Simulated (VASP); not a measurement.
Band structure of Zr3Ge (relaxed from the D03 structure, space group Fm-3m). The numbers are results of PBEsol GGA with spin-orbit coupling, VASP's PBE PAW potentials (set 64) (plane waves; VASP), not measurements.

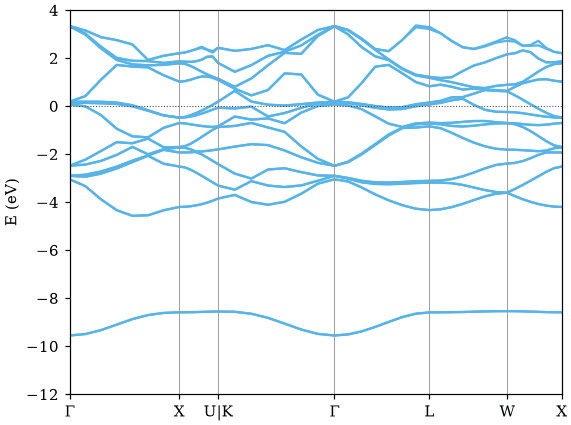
*Bands along high-symmetry lines, zero at the valence-band maximum or, without a gap, the Fermi level*

Question: Read the plot: is there a gap, and where are the band edges?

Answer: It has no gap at this level: it comes out as a metal or semimetal.

The structure was generated: Zr3Ge was put into the D03 type (Fm-3m), which need not be its known phase. It was relaxed first, which changed the volume by -27 %.
